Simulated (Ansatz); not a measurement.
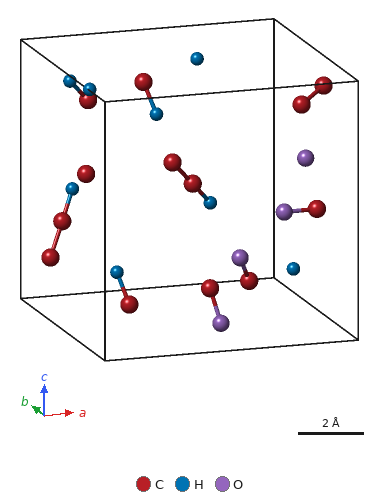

Starting frame of a dynamics run of a periodic cell with 4 C2H2 + 4 CO at 0.637 g/cm³. A ball-and-stick model of the simulation cell, seen slightly off an axis.

Theory: DFT PBE-D3(BJ), scalar-relativistic, plane waves, PAW in Ansatz 0.2.0.

The input:
```yaml
crystal:
  lattice:
    - [8.258241, 0.0, 0.0]
    - [0.0, 8.258241, 0.0]
    - [0.0, 0.0, 8.258241]
  atoms:
    - { symbol: C, position: [0.11369557, 0.84668613, 0.32637047] }
    - { symbol: C, position: [0.05075373, 0.79773572, 0.20301427] }
    - { symbol: H, position: [-0.00544399, 0.75343625, 0.09412649] }
    - { symbol: H, position: [0.16839725, 0.89199911, 0.43584906] }
    - { symbol: C, position: [0.79708617, 0.06421058, 0.91038026] }
    - { symbol: C, position: [0.91091354, 0.14555384, 0.95502544] }
    - { symbol: H, position: [1.01217995, 0.21797108, 0.9947337] }
    - { symbol: H, position: [0.69434447, -0.00598732, 0.87165563] }
    - { symbol: C, position: [0.26569809, -0.00267707, 0.74556566] }
    - { symbol: C, position: [0.36113281, 0.04443776, 0.64473298] }
    - { symbol: H, position: [0.44446588, 0.086062, 0.5538885] }
    - { symbol: H, position: [0.180807, -0.04249512, 0.83575241] }
    - { symbol: C, position: [0.24468689, 0.44586183, 0.09063284] }
    - { symbol: C, position: [0.27907493, 0.3817334, -0.03743148] }
    - { symbol: H, position: [0.31044575, 0.3218865, -0.14954838] }
    - { symbol: H, position: [0.21550879, 0.50483355, 0.20364313] }
    - { symbol: O, position: [0.74366219, 0.10902217, 0.48886042] }
    - { symbol: C, position: [0.87972609, 0.13033807, 0.48505729] }
    - { symbol: O, position: [0.46413036, 0.01997321, 0.10308027] }
    - { symbol: C, position: [0.4372476, 0.06738422, 0.22895715] }
    - { symbol: O, position: [-0.03929804, 0.50702565, 0.58372331] }
    - { symbol: C, position: [0.0988568, 0.52027283, 0.58873633] }
    - { symbol: O, position: [0.68103007, 0.44368094, 0.23654617] }
    - { symbol: C, position: [0.7382004, 0.50815609, 0.12740857] }
basis:
  ecutwfc: 420.0
kpoints:
  mp_grid: { grid: [1, 1, 1] }
hamiltonian:
  xc: pbe
  dispersion: d3bj
scf:
  occupations: { method: fermi_dirac, width: 0.02 }
  lower_state_search: "off"
md:
  timestep: 0.75
  n_steps: 120
  ensemble: nvt_langevin
  temperature: 500.0
  initial_velocities: maxwell_boltzmann
  seed: 707511
  friction: 0.02
```

Launched with:
```bash
ansatz run input.yaml --threads 1 --pin off --max-ram 3072MiB --backend cpu --events-out ev --progress --plain --runs-dir out
```

Q: Predict how the run goes.

A: The mean temperature in the second half is 407 K (standard deviation 47 K). The potential energy in the second half lies on average 32.3 meV per atom above the first frame. Root-mean-square distances from the starting positions over the second half, with the common drift of all atoms taken out: O 0.60 Å, H 0.59 Å, C 0.39 Å. The heavy atoms stay within a fraction of a molecule's size of their starting places; so short a run doesn't tell a liquid from a solid.

Along the run (each row but the first and the last is the mean over the interval that it begins):

| time (fs) | potential energy (meV/atom) | T (K) |
| --- | --- | --- |
| 0.0 | 0.0 | 479 |
| 11.2 | 17.2 | 433 |
| 22.5 | 21.5 | 415 |
| 33.8 | 25.3 | 433 |
| 45.0 | 29.9 | 456 |
| 56.2 | 31.7 | 414 |
| 67.5 | 35.1 | 364 |
| 78.8 | 32.3 | 388 |
| 90.0 | 32.8 | 482 |

The paths of the atoms:

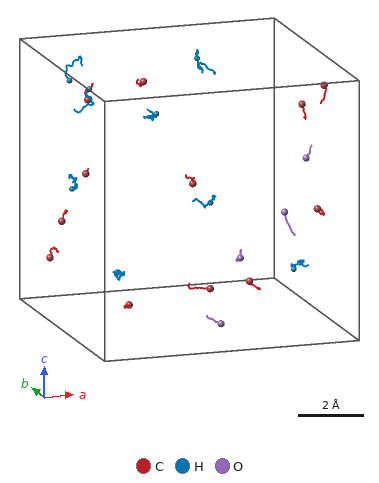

Limits of the set-up: the periodic images lie only 8.3 Å apart, so the values are limited by the cell's size.

Cost: 19 min on 1 thread of Intel(R) Xeon(R) Processor @ 2.50GHz (Skylake/Cascade Lake) (shared host), peak memory 0.54 GiB.
